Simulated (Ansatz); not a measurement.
Equilibrium of C2H5BrSi + SiH4 ⇌ C2H8Si2 + HBr at process temperatures

Gas-phase species: C2H5BrSi `C=C[SiH2]Br`, singlet; SiH4 (silane) `[SiH4]`, singlet; C2H8Si2 `C=C[SiH2][SiH3]`, singlet; HBr (hydrogen bromide), singlet. The partners trade Br for SiH3: Si–Br and H–SiH3 bonds give way to Si–SiH3 and H–Br.

The electronic reaction energy at CCSD(T)/def2-TZVPP is +95.2 kJ/mol. Shapes: PBE0-D4/def2-TZVP. Flexible molecules stand in one conformer, not always the lowest. Programs: Ansatz 0.2.0. Enthalpy and entropy come from rigid-rotor, harmonic-oscillator sums on unscaled PBE0-D4/def2-TZVP wavenumbers, ideal gases at 1 bar; R ln 2 is added for the mirror twin of the chiral shape of C2H5BrSi, C2H8Si2. Symmetry numbers: C2H5BrSi 1, SiH4 12, C2H8Si2 1, HBr 1. R = 8.3145 J/(mol K).

| T (K) | ΔH (kJ/mol) | ΔS (J/(mol K)) |
| --- | --- | --- |
| 500 | +94.8 | +18.2 |
| 700 | ? | ? |
| 900 | +97.9 | +22.8 |

Problem. Work out ln K at 500 and 900 K, and from these estimate it at 700 K.

Solution. 
1. 500 K: ΔG = +94.8 − 500 × (+18.2)/1000 = +85.7 kJ/mol; ln K = −ΔG/RT = -20.61.
2. 900 K: ΔG = +97.9 − 900 × (+22.8)/1000 = +77.4 kJ/mol; ln K = −ΔG/RT = -10.34.
3. Slope against 1000/T: (-10.34 − (-20.61))/(1.1111 − 2.0000) = -11.55, that is −ΔH/R with ΔH near +96 kJ/mol.
4. 700 K: ln K = -20.61 + (-11.55) × (1.4286 − 2.0000) = -14.01.

The full sums give ΔH = +96.6 kJ/mol, ΔS = +21.1 J/(mol K), ΔG = +81.8 kJ/mol and ln K = -14.05 at 700 K, so the line is off by +0.04 in ln K; without rounding the miss is +0.04, from the change of ΔH with temperature. The reactants are favoured over this whole range. An error of 10 kJ/mol in the energy moves ln K by 1.7 at 700 K. Soft modes are treated as harmonic, which can err either way at these temperatures; the lowest are those of C2H5BrSi (74 cm⁻¹), C2H8Si2 (68 cm⁻¹). Other conformers aren't counted. Other reactions of these species are left aside. Relativity is left out for Br. Outer-core shells of Br are correlated, in sets that cover them unevenly.

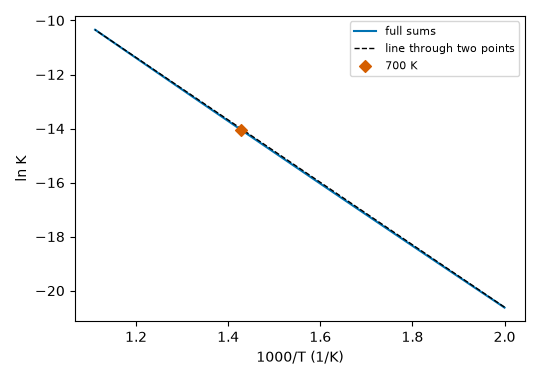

The van 't Hoff plot.
